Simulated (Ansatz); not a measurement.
## Ge wire along [100], 25 atoms a period, H-terminated: bands by functional

Aim: is the Ge wire along [100], 25 atoms a period, H-terminated a metal or a semiconductor?

Main program and level: Ansatz 0.2.0; DFT PBE, plane waves, PAW; relaxation of a wire's period; PAW set soft_1, in the first sound run; inputs show where later runs differ.

## Step 1: The starting structure

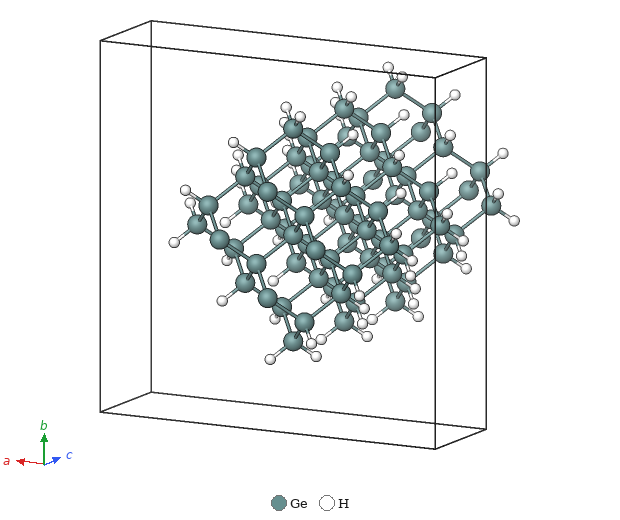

Start, viewed at a slant to the c axis; germanium teal, hydrogen white. 1×1×3 cells are drawn. Some periodic images of atoms are drawn too.

The cell holds 45 atoms: 25 Ge and 20 H. Cell: a = 20.121 Å, b = 20.121 Å, c = 5.760 Å, α = 90.0°, β = 90.0°, γ = 90.0°. Vacuum lies along a and b. The structure's axis is c.

## Step 2: Relaxing the period

Band widths follow the bond lengths, so the wire is relaxed first. The atoms and the third cell vector are free; the box across stays fixed as vacuum. A Fermi-Dirac smearing is set since the result may be a metal. The pressure printed is a third of the stress's trace over the whole box, vacuum included; only the stress along the axis is relaxed.

The input, input.yaml:

```yaml
crystal:
  lattice:
    - [20.121, 0.0, 0.0]
    - [0.0, 20.121, 0.0]
    - [0.0, 0.0, 5.76]
  atoms:
    - { symbol: Ge, position: [0.356874232, 0.500008271, 0.0] }
    - { symbol: Ge, position: [0.500008271, 0.356874232, 0.0] }
    - { symbol: Ge, position: [0.500008271, 0.64314231, 0.0] }
    - { symbol: Ge, position: [0.64314231, 0.500008271, 0.0] }
    - { symbol: H, position: [0.240544705, 0.383678744, 0.093634302] }
    - { symbol: H, position: [0.383678744, 0.240544705, 0.093634302] }
    - { symbol: H, position: [0.616337798, 0.759471837, 0.093634302] }
    - { symbol: H, position: [0.759471837, 0.616337798, 0.093634302] }
    - { symbol: Ge, position: [0.285307212, 0.428441251, 0.25] }
    - { symbol: Ge, position: [0.428441251, 0.285307212, 0.25] }
    - { symbol: Ge, position: [0.428441251, 0.57157529, 0.25] }
    - { symbol: Ge, position: [0.57157529, 0.428441251, 0.25] }
    - { symbol: Ge, position: [0.57157529, 0.71470933, 0.25] }
    - { symbol: Ge, position: [0.71470933, 0.57157529, 0.25] }
    - { symbol: H, position: [0.168977685, 0.544770779, 0.343634302] }
    - { symbol: H, position: [0.312111724, 0.687904818, 0.343634302] }
    - { symbol: H, position: [0.455245763, 0.831038857, 0.343634302] }
    - { symbol: H, position: [0.544770779, 0.168977685, 0.343634302] }
    - { symbol: H, position: [0.687904818, 0.312111724, 0.343634302] }
    - { symbol: H, position: [0.831038857, 0.455245763, 0.343634302] }
    - { symbol: Ge, position: [0.213740193, 0.500008271, 0.5] }
    - { symbol: Ge, position: [0.356874232, 0.356874232, 0.5] }
    - { symbol: Ge, position: [0.356874232, 0.64314231, 0.5] }
    - { symbol: Ge, position: [0.500008271, 0.213740193, 0.5] }
    - { symbol: Ge, position: [0.500008271, 0.500008271, 0.5] }
    - { symbol: Ge, position: [0.500008271, 0.786276349, 0.5] }
    - { symbol: Ge, position: [0.64314231, 0.356874232, 0.5] }
    - { symbol: Ge, position: [0.64314231, 0.64314231, 0.5] }
    - { symbol: Ge, position: [0.786276349, 0.500008271, 0.5] }
    - { symbol: H, position: [0.168977685, 0.455245763, 0.656365698] }
    - { symbol: H, position: [0.312111724, 0.312111724, 0.656365698] }
    - { symbol: H, position: [0.455245763, 0.168977685, 0.656365698] }
    - { symbol: H, position: [0.544770779, 0.831038857, 0.656365698] }
    - { symbol: H, position: [0.687904818, 0.687904818, 0.656365698] }
    - { symbol: H, position: [0.831038857, 0.544770779, 0.656365698] }
    - { symbol: Ge, position: [0.285307212, 0.57157529, 0.75] }
    - { symbol: Ge, position: [0.428441251, 0.428441251, 0.75] }
    - { symbol: Ge, position: [0.428441251, 0.71470933, 0.75] }
    - { symbol: Ge, position: [0.57157529, 0.285307212, 0.75] }
    - { symbol: Ge, position: [0.57157529, 0.57157529, 0.75] }
    - { symbol: Ge, position: [0.71470933, 0.428441251, 0.75] }
    - { symbol: H, position: [0.240544705, 0.616337798, 0.906365698] }
    - { symbol: H, position: [0.383678744, 0.759471837, 0.906365698] }
    - { symbol: H, position: [0.616337798, 0.240544705, 0.906365698] }
    - { symbol: H, position: [0.759471837, 0.383678744, 0.906365698] }
kpoints:
  mp_grid: { grid: [1, 1, 14] }
scf:
  occupations: { method: fermi_dirac, width: 0.05 }
hamiltonian:
  xc: pbe
  pseudopotentials: { kind: paw, azcp: { folder: soft_1 } }
relax:
  cell: { fix: [a, b, alpha, beta, gamma] }
  max_steps: 45
  f_tol: 0.03
```

The run is started by

```
ansatz run input.yaml --threads 4 --pin off --max-ram 16384MiB --backend cpu --events-out ev --progress --plain --runs-dir out
```

Numbers of over 12 decimals in the logs are rounded to 6 here.

The program printed:

```text
Engine: ansatz 0.2.0, aarch64-unknown-linux-gnu
Pseudopotentials: kind: paw
Pseudopotential: Ge, paw, valence charge 14, recommended cutoff 420 eV (normal), soft_1/Ge.paw.azcp
Pseudopotential: H, paw, valence charge 1, recommended cutoff 420 eV (normal), soft_1/H.paw.azcp
Functional definition: PBE
  parameter kappa = 0.804
  parameter beta = 0.066725
  exchange = pbe_x(kappa = kappa, mu = beta*pi^2/3)
  correlation = pbe_c(beta = beta)
Crystal: 45 atoms, lattice volume = 2331.963 Å³
Basis set: ecut = 420 eV, 45619 PW (Γ), exchange–correlation on 270×270×80 points (8 copies of the dense FFT grid, shifted against one another)
Bands: 230, of which v1, the nominal top of the filled ones, is band 185 counted from 1 (184 counted from 0)
Symmetry: 8 space group operations
Space group: P-42m (ITA 111), of the structure as read, at distance tolerance 1.3e-4 Å
k-points: 8 of 14
Non-local potential: Ge, projectors of the file, l = 0: 2, l = 1: 2, l = 2: 3, l = 3: 1
Non-local potential: H, projectors of the file, l = 0: 2, l = 1: 1
PAW form: soft (Blöchl's): semilocal exchange-correlation on the pseudo side does not see the compensation charge
PAW one-centre angular grid: Ge, 590 points (default); XC on 64 Gauss nodes
PAW one-centre angular grid: H, 110 points (default); XC on 64 Gauss nodes
Initial density: superposition of atomic densities (neutral atoms: chi_scale 0, normalization atom)
Initial wavefunctions: pseudopotential atomic-orbital guess
Functional: x = pbe(κ = 0.804, μ = 0.219515), c = pbe(β = 0.066725)
SCF iter   1: F=—  HF=-107692.490711 eV  |F-HF|=—  |Δ(HF+E_count)|=         —  Δρ=3.10e-2  dr2=1.86e1  ethr=3.10e-3  ⟨swp⟩=6.9  Hψ=7423  notcnv=0  defer=28
preconditioner: auto → Resta (q_TF=auto, 2.007 Å⁻¹)  ε∞=1.5  [insulator: Δε(μ)=2.411 eV  Ē_g=21.795 eV  σ=0.050 eV  W_gap=1.00  n_scr=330 (ndim 8)  ℏωp=14.8 eV  f_vac=0.609  D(μ)=0.00/eV (n_scr^D=0)  ε∞_Penn≈1.5  vacuum switching on, ρ_ref=3.4e-2 e/Å³]
SCF iter   2: F=—  HF=-107688.419657 eV  |F-HF|=—  |Δ(HF+E_count)|=    4.07e0  Δρ=1.33e-2  dr2=4.14e0  ethr=3.10e-3  ⟨swp⟩=3.0  Hψ=2580  notcnv=0  defer=284
SCF iter   3: F=—  HF=-107688.725497 eV  |F-HF|=—  |Δ(HF+E_count)|=   3.06e-1  Δρ=5.52e-3  dr2=7.66e0  ethr=1.12e-3  ⟨swp⟩=4.0  Hψ=3832  notcnv=0  defer=287
SCF iter   4: F=—  HF=-107687.508160 eV  |F-HF|=—  |Δ(HF+E_count)|=    1.22e0  Δρ=1.65e-3  dr2=7.82e-2  ethr=1.12e-3  ⟨swp⟩=3.8  Hψ=3277  notcnv=0  defer=275
SCF iter   5: F=—  HF=-107687.508719 eV  |F-HF|=—  |Δ(HF+E_count)|=   5.59e-4  Δρ=7.46e-4  dr2=6.13e-3  ethr=2.11e-5  ⟨swp⟩=2.0  Hψ=2208  notcnv=0  defer=277
SCF iter   6: F=—  HF=-107687.511510 eV  |F-HF|=—  |Δ(HF+E_count)|=   2.79e-3  Δρ=1.33e-4  dr2=5.23e-4  ethr=1.66e-6  ⟨swp⟩=2.0  Hψ=3040  notcnv=0  defer=277
SCF iter   7: F=—  HF=-107687.511564 eV  |F-HF|=—  |Δ(HF+E_count)|=   5.42e-5  Δρ=3.91e-5  dr2=3.98e-5  ethr=1.41e-7  ⟨swp⟩=2.0  Hψ=3040  notcnv=0  defer=277
SCF iter   8: F=—  HF=-107687.511834 eV  |F-HF|=—  |Δ(HF+E_count)|=   2.69e-4  Δρ=1.56e-5  dr2=4.00e-6  ethr=1.08e-8  ⟨swp⟩=2.0  Hψ=3190  notcnv=0  defer=277
SCF iter   9: F=—  HF=-107687.511839 eV  |F-HF|=—  |Δ(HF+E_count)|=   5.13e-6  Δρ=4.36e-6  dr2=4.37e-7  ethr=1.08e-9  ⟨swp⟩=2.0  Hψ=3040  notcnv=0  defer=277
SCF iter  10: F=-107687.511839 eV  HF=-107687.511839 eV  |F-HF|=1.30e-8  |Δ(HF+E_count)|=   2.86e-7  Δρ=1.05e-6  dr2=2.26e-8  ethr=2.70e-11  ⟨swp⟩=4.2  Hψ=5560  notcnv=0
SCF 1 converged in 10 iterations: F = -107687.511839 eV  dr2 = 2.26e-8
  greatest PAW one-centre occupation: 0.998 electrons in one spin orbital (limit 2), on the Ge atom at site 28 (counted from 0), in its partial waves of l = 2
relax step   1: F+E_penalty+E_count = -107687.51183908 eV  Δ(F+E_penalty+E_count) = +0.000e0 eV  max|allowed force component| = 2.648e-1 eV/Å  Δτ_max = 0.0000 Å  P = -0.489 GPa  Ω = 2331.963 Å³  fix = [a, b, alpha, beta, gamma]  reactions: a -0.494, b -0.494 GPa  (10 SCF iters, dr2 threshold 1.00e-7 eV, accepted)
Crystal: 45 atoms, lattice volume = 2329.526 Å³
Basis set: ecut = 420 eV, 45603 PW (Γ), exchange–correlation on 270×270×80 points (8 copies of the dense FFT grid, shifted against one another)
Initial density: handed on by an earlier stage of this run
Initial wavefunctions: those handed on with the density
iter 1 solved again at ethr=7.82e-5 eV; its pass at ethr=3.10e-3 eV (dr2=2.89e-1 eV) is discarded
SCF iter   1: F=—  HF=-107687.653222 eV  |F-HF|=—  |Δ(HF+E_count)|=         —  Δρ=5.01e-3  dr2=2.99e-1  ethr=7.82e-5  ⟨swp⟩=4.8  Hψ=7558  notcnv=0
preconditioner: auto → Resta (q_TF=auto, 2.008 Å⁻¹)  ε∞=1.5  [insulator: Δε(μ)=2.489 eV  Ē_g=21.836 eV  σ=0.050 eV  W_gap=1.00  n_scr=330 (ndim 8)  ℏωp=14.8 eV  f_vac=0.651  D(μ)=0.00/eV (n_scr^D=0)  ε∞_Penn≈1.5  vacuum switching on, ρ_ref=3.5e-2 e/Å³]
SCF iter   2: F=—  HF=-107687.628041 eV  |F-HF|=—  |Δ(HF+E_count)|=   2.52e-2  Δρ=2.18e-3  dr2=9.01e-2  ethr=7.82e-5  ⟨swp⟩=4.5  Hψ=2878  notcnv=0
SCF iter   3: F=—  HF=-107687.635427 eV  |F-HF|=—  |Δ(HF+E_count)|=   7.39e-3  Δρ=1.28e-3  dr2=1.10e-1  ethr=2.43e-5  ⟨swp⟩=4.6  Hψ=2875  notcnv=0  defer=38
SCF iter   4: F=—  HF=-107687.620537 eV  |F-HF|=—  |Δ(HF+E_count)|=   1.49e-2  Δρ=2.31e-4  dr2=1.96e-3  ethr=2.43e-5  ⟨swp⟩=2.9  Hψ=2241  notcnv=0  defer=257
SCF iter   5: F=—  HF=-107687.620580 eV  |F-HF|=—  |Δ(HF+E_count)|=   4.28e-5  Δρ=7.87e-5  dr2=1.13e-4  ethr=5.31e-7  ⟨swp⟩=2.6  Hψ=2870  notcnv=0  defer=249
SCF iter   6: F=—  HF=-107687.620624 eV  |F-HF|=—  |Δ(HF+E_count)|=   4.33e-5  Δρ=2.44e-5  dr2=1.29e-5  ethr=3.07e-8  ⟨swp⟩=2.0  Hψ=3031  notcnv=0  defer=249
SCF iter   7: F=-107687.620624 eV  HF=-107687.620624 eV  |F-HF|=3.46e-7  |Δ(HF+E_count)|=   4.26e-7  Δρ=6.99e-6  dr2=9.61e-7  ethr=1.18e-9  ⟨swp⟩=4.9  Hψ=5268  notcnv=0
SCF 2 converged in 7 iterations: F = -107687.620624 eV  dr2 = 9.61e-7
  greatest PAW one-centre occupation: 0.998 electrons in one spin orbital (limit 2), on the Ge atom at site 25 (counted from 0), in its partial waves of l = 2
relax step   2: F+E_penalty+E_count = -107687.62062364 eV  Δ(F+E_penalty+E_count) = -1.088e-1 eV  max|allowed force component| = 1.708e-1 eV/Å  Δτ_max = 0.0850 Å  P = +0.013 GPa  Ω = 2329.526 Å³  energy of the carried Pulay correction = +3.165e-4 eV  fix = [a, b, alpha, beta, gamma]  reactions: a +0.013, b +0.013 GPa  (7 SCF iters, dr2 threshold 4.38e-6 eV, accepted)
Crystal: 45 atoms, lattice volume = 2324.943 Å³
Basis set: ecut = 420 eV, 45499 PW (Γ), exchange–correlation on 270×270×80 points (8 copies of the dense FFT grid, shifted against one another)
iter 1 solved again at ethr=1.42e-5 eV; its pass at ethr=3.10e-3 eV (dr2=5.24e-2 eV) is discarded
[...]
greatest PAW one-centre occupation: 0.998 electrons in one spin orbital (limit 2), on the Ge atom at site 23 (counted from 0), in its partial waves of l = 2
relax step   4: F+E_penalty+E_count = -107687.65987108 eV  Δ(F+E_penalty+E_count) = +1.011e-3 eV  max|allowed force component| = 2.302e-2 eV/Å  Δτ_max = 0.0000 Å  P = -0.014 GPa  Ω = 2324.943 Å³  fix = [a, b, alpha, beta, gamma]  reactions: a -0.009, b -0.009 GPa  stress off target by 2.31e-2 GPa on what of the cell is left free  SCF on the basis re-selected at this cell (its energy is not comparable with the rows above)  (5 SCF iters)
basis re-selected at this cell: Δ(F+E_penalty+E_count) = +1.011e-3 eV, ΔP = +0.000 GPa vs the last step (what re-selecting the basis moved, of the pressure what is left beyond the Pulay correction that the steps carried, after the strain that the cell walked since its last selection, with what the two solves' SCF thresholds leave and, on support functions, any second-order correction that the steps lacked; it is no m [...]
SCF converged after 5 iterations
Free energy (F): -107687.659871 eV
Harris-Foulkes:  -107687.659871 eV  (|F-HF|=3.20e-10)
Internal energy: -107687.659871 eV  (E = F + TS)
E sigma→0 (E₀):  -107687.659871 eV
Fermi energy:    -0.843687 eV
--- Per-component energies (eV) ---
  E_band       = -7160.894172
  E_kinetic    = 2565.259841
  E_local      = -269593.892817  (includes V_loc(G=0)·N_el)
  E_nonlocal   = 5470.621714
  E_hartree    = 131785.035857
  E_xc         = -1951.666044
  E_vxc        = -1834.108853  (∫ρ·V_xc dr)
  E_paw        = -50365.684483  (= ΣΔE_a)
  E_vpaw       = -7338.830262  (= ΣTr[D̂ρ^β])
  E_aug_tail   = -0.018223  (compensation charges beyond the density's cutoff)
  E_ewald      = 74402.684284
  E_smearing   = -0.000000  (= −TS)
  E_closure    = 0.000000  (closes the sum)
  Σ components = -107687.659871   (vs F -107687.659871, Δ=0.00e0)
--- Forces (eV/Å), atoms counted from 1 ---
  atom   1  Ge     0.01013919     0.00000000     0.00000000
  atom   2  Ge    -0.00000000     0.01013919     0.00000000
  atom   3  Ge    -0.00000000    -0.01013919     0.00000000
  atom   4  Ge    -0.01013919     0.00000000     0.00000000
  atom   5  H     -0.00156531     0.01279441     0.01586648
  atom   6  H      0.01279441    -0.00156531     0.01586648
  atom   7  H     -0.01279441     0.00156531     0.01586648
  atom   8  H      0.00156531    -0.01279441     0.01586648
  atom   9  Ge    -0.00495339    -0.01090258    -0.01681903
  atom  10  Ge    -0.01090258    -0.00495339    -0.01681903
  atom  11  Ge     0.01415471    -0.01415471     0.00909820
  atom  12  Ge    -0.01415471     0.01415471     0.00909820
  atom  13  Ge     0.01090258     0.00495339    -0.01681903
  atom  14  Ge     0.00495339     0.01090258    -0.01681903
  atom  15  H      0.00493855    -0.00728042     0.00548196
  atom  16  H     -0.00052075     0.00052075     0.01259247
  atom  17  H      0.00728042    -0.00493855     0.00548196
  atom  18  H     -0.00728042     0.00493855     0.00548196
  atom  19  H      0.00052075    -0.00052075     0.01259247
  atom  20  H     -0.00493855     0.00728042     0.00548196
  atom  21  Ge    -0.01728548     0.00000000     0.00000000
  atom  22  Ge     0.00863225     0.00863225     0.02301619
  atom  23  Ge     0.00863225    -0.00863225    -0.02301619
  atom  24  Ge    -0.00000000    -0.01728548    -0.00000000
  atom  25  Ge     0.00000000     0.00000000     0.00000000
  atom  26  Ge    -0.00000000     0.01728548     0.00000000
  atom  27  Ge    -0.00863225     0.00863225    -0.02301619
  atom  28  Ge    -0.00863225    -0.00863225     0.02301619
  atom  29  Ge     0.01728548    -0.00000000     0.00000000
  atom  30  H      0.00493855     0.00728042    -0.00548196
  atom  31  H     -0.00052075    -0.00052075    -0.01259247
  atom  32  H      0.00728042     0.00493855    -0.00548196
  atom  33  H     -0.00728042    -0.00493855    -0.00548196
  atom  34  H      0.00052075     0.00052075    -0.01259247
  atom  35  H     -0.00493855    -0.00728042    -0.00548196
  atom  36  Ge    -0.00495339     0.01090258     0.01681903
  atom  37  Ge     0.01415471     0.01415471    -0.00909820
  atom  38  Ge    -0.01090258     0.00495339     0.01681903
  atom  39  Ge     0.01090258    -0.00495339     0.01681903
  atom  40  Ge    -0.01415471    -0.01415471    -0.00909820
  atom  41  Ge     0.00495339    -0.01090258     0.01681903
  atom  42  H     -0.00156531    -0.01279441    -0.01586648
  atom  43  H      0.01279441     0.00156531    -0.01586648
  atom  44  H     -0.01279441    -0.00156531    -0.01586648
  atom  45  H      0.00156531     0.01279441    -0.01586648
  max |Σ_I F_I| component: 2.43e-17 eV/Å
--- Stress (GPa, compression-positive) ---
       -0.009048       0.000000       0.000000
        0.000000      -0.009048      -0.000000
        0.000000      -0.000000      -0.023119
  P = ⅓ Tr σ = -0.0137 GPa (-0.137 kbar)
--- Relaxed structure (3 steps of the walk, 3 accepted, 1 SCFs on fresh bases) ---
  F+E_penalty+E_count = -107687.65987108 eV   max|allowed force component| = 2.302e-2 eV/Å   (the final SCF, on the basis selected at the relaxed cell)
  cell:  # Å, volume = 2324.9431 Å³
    - [20.121, 0.0, 0.0]
    - [0.0, 20.121, 0]
    - [0.0, 0, 5.742661]
  atoms:
    - { symbol: Ge, position: [0.357529, 0.500008, 0] }
    - { symbol: Ge, position: [0.500008, 0.357529, 0] }
    - { symbol: Ge, position: [0.500008, 0.642488, 0] }
    - { symbol: Ge, position: [0.642488, 0.500008, 0] }
    - { symbol: H, position: [0.243201, 0.384907, 0.096711] }
    - { symbol: H, position: [0.384907, 0.243201, 0.096711] }
    - { symbol: H, position: [0.615109, 0.756815, 0.096711] }
    - { symbol: H, position: [0.756815, 0.615109, 0.096711] }
    - { symbol: Ge, position: [0.287352, 0.429995, 0.253477] }
    - { symbol: Ge, position: [0.429995, 0.287352, 0.253477] }
    - { symbol: Ge, position: [0.428707, 0.571310, 0.249367] }
    - { symbol: Ge, position: [0.571310, 0.428707, 0.249367] }
    - { symbol: Ge, position: [0.570022, 0.712664, 0.253477] }
    - { symbol: Ge, position: [0.712664, 0.570022, 0.253477] }
    - { symbol: H, position: [0.171211, 0.544179, 0.347008] }
    - { symbol: H, position: [0.314076, 0.685941, 0.347789] }
    - { symbol: H, position: [0.455837, 0.828805, 0.347008] }
    - { symbol: H, position: [0.544179, 0.171211, 0.347008] }
    - { symbol: H, position: [0.685941, 0.314076, 0.347789] }
    - { symbol: H, position: [0.828805, 0.455837, 0.347008] }
    - { symbol: Ge, position: [0.216639, 0.500008, 0.5] }
    - { symbol: Ge, position: [0.358728, 0.358728, 0.495474] }
    - { symbol: Ge, position: [0.358728, 0.641289, 0.504526] }
    - { symbol: Ge, position: [0.500008, 0.216639, 0.5] }
    - { symbol: Ge, position: [0.500008, 0.500008, 0.5] }
    - { symbol: Ge, position: [0.500008, 0.783378, 0.5] }
    - { symbol: Ge, position: [0.641289, 0.358728, 0.504526] }
    - { symbol: Ge, position: [0.641289, 0.641289, 0.495474] }
    - { symbol: Ge, position: [0.783378, 0.500008, 0.5] }
    - { symbol: H, position: [0.171211, 0.455837, 0.652992] }
    - { symbol: H, position: [0.314076, 0.314076, 0.652211] }
    - { symbol: H, position: [0.455837, 0.171211, 0.652992] }
    - { symbol: H, position: [0.544179, 0.828805, 0.652992] }
    - { symbol: H, position: [0.685941, 0.685941, 0.652211] }
    - { symbol: H, position: [0.828805, 0.544179, 0.652992] }
    - { symbol: Ge, position: [0.287352, 0.570022, 0.746523] }
    - { symbol: Ge, position: [0.428707, 0.428707, 0.750633] }
    - { symbol: Ge, position: [0.429995, 0.712664, 0.746523] }
    - { symbol: Ge, position: [0.570022, 0.287352, 0.746523] }
    - { symbol: Ge, position: [0.571310, 0.571310, 0.750633] }
    - { symbol: Ge, position: [0.712664, 0.429995, 0.746523] }
    - { symbol: H, position: [0.243201, 0.615109, 0.903289] }
    - { symbol: H, position: [0.384907, 0.756815, 0.903289] }
    - { symbol: H, position: [0.615109, 0.243201, 0.903289] }
    - { symbol: H, position: [0.756815, 0.384907, 0.903289] }
```

Wall time 10 min (4 threads of Arm Neoverse V1, shared host); peak memory 9.1 GiB.

The steps of the relaxation:

| step | energy less that of the first step (eV) | largest force component (eV/Å) | pressure (GPa) | volume (Å³) |
| --- | --- | --- | --- | --- |
| 1 | 0.0000 | 0.2648 | -0.49 | 2331.96 |
| 2 | -0.1088 | 0.1708 | 0.01 | 2329.53 |
| 3 | -0.1490 | 0.0230 | -0.01 | 2324.94 |
| 4* | -0.1480 | 0.0230 | -0.01 | 2324.94 |

Relaxation steps marked * repeat the geometry before them on a plane-wave basis chosen anew for their cell, so energy and pressure can jump there.

The run keeps the 8 symmetry operations that it works with, so distortions that break them were not tested.

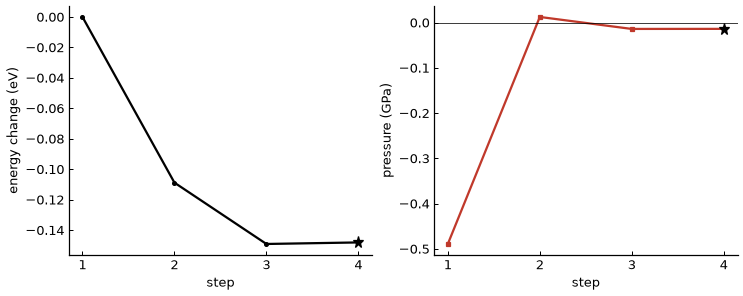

Energy and pressure along the relaxation. Stars mark steps on a basis chosen anew.

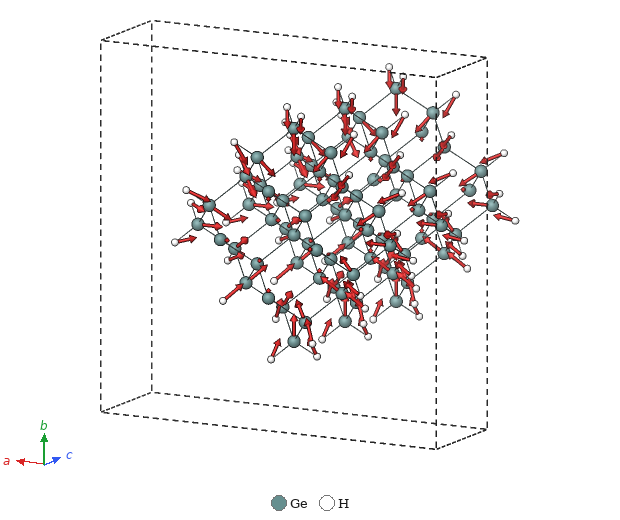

Displacements in the relaxation, exaggerated, measured against the changing cell; the longest in the cell stands for 0.06 Å. 1×1×3 cells are drawn. Some periodic images of atoms are drawn too.

| cell as run | before | after | change |
| --- | --- | --- | --- |
| c (Å) | 5.760 | 5.743 | -0.3 % |

The atoms that moved most (Å, along periodic axes as changes of fractional coordinates times the final cell, across vacuum about the mean position):

| atom | dx | dy | dz | length |
| --- | --- | --- | --- | --- |
| H7 | -0.025 | -0.053 | 0.018 | 0.061 |
| H8 | -0.053 | -0.025 | 0.018 | 0.061 |
| H43 | 0.025 | -0.053 | -0.018 | 0.061 |
| H45 | -0.053 | 0.025 | -0.018 | 0.061 |
| H44 | -0.025 | 0.053 | -0.018 | 0.061 |
| H42 | 0.053 | -0.025 | -0.018 | 0.061 |
| H5 | 0.053 | 0.025 | 0.018 | 0.061 |
| H6 | 0.025 | 0.053 | 0.018 | 0.061 |

Numbers from this step:

- cell length along the wire: 5.743 Å

The cell's length comes to 5.743 Å with spin left out.

(Continued in part 2 of 2.)

[Logs are printed without paths, hosts, clocks, repeated set-up lines and the standing remarks that a program may print on its own settings, such as how far it seeks lower states.]

[Hosts, paths, dates, database ids (printed as entryN), source tags and the programs' standing remarks are cut or masked in the printed files.]
